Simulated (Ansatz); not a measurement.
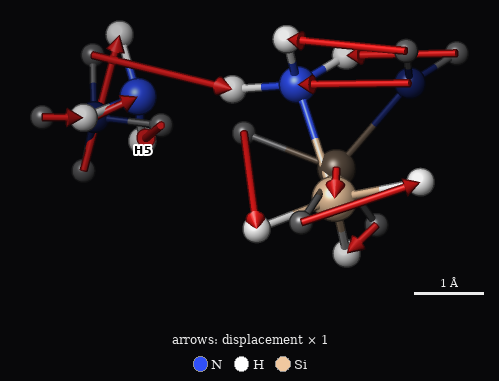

This is a relaxation of SiN2H9 (charge +1). The starting structure is drawn faded, the final one solid; red arrows show the displacements, at their true length. The two geometries are superimposed by the best rigid fit.

The picture is a ball-and-stick view, seen at a tilt.

Level of theory: RKS PBE0-D4/def2-TZVP in Ansatz 0.2.0. Settings: force threshold 0.005 eV/Å; at most 200 steps.

Q: Which element moves most?

A: Hydrogen: up to 2.51 Å, against 1.82 Å for nitrogen.

Q: What happened in the run?

A: An H atom moves most after the best rigid fit: 2.51 Å. By element the largest moves are H 2.51 Å, N 1.82 Å, Si 0.53 Å. Among the contacts that change: H–N 5.394 → 1.109 Å, H–N 1.036 → 1.614 Å, N–Si 1.706 → 1.850 Å, H–Si 1.577 → 1.474 Å. New bonds form, among them: H–N (5.39 → 1.11 Å). Bonds break, among them: H–N (1.04 → 1.61 Å). Bond angles that change, for instance: H–Si–H 101.6° → 114.2°, Si–N–H 123.6° → 111.8°, Si–N–H 123.2° → 111.8°. The energy falls by 0.756 eV in 90 accepted moves (101 points after the start). Largest force component: 0.75 eV/Å at the start, 0.0026 eV/Å at the end. The line search rejected the trial steps at points 2, 21, 22, 26, 46, 58, 68, 76 and more of the run. The forces were under the threshold at step 49, but the run went on from there.
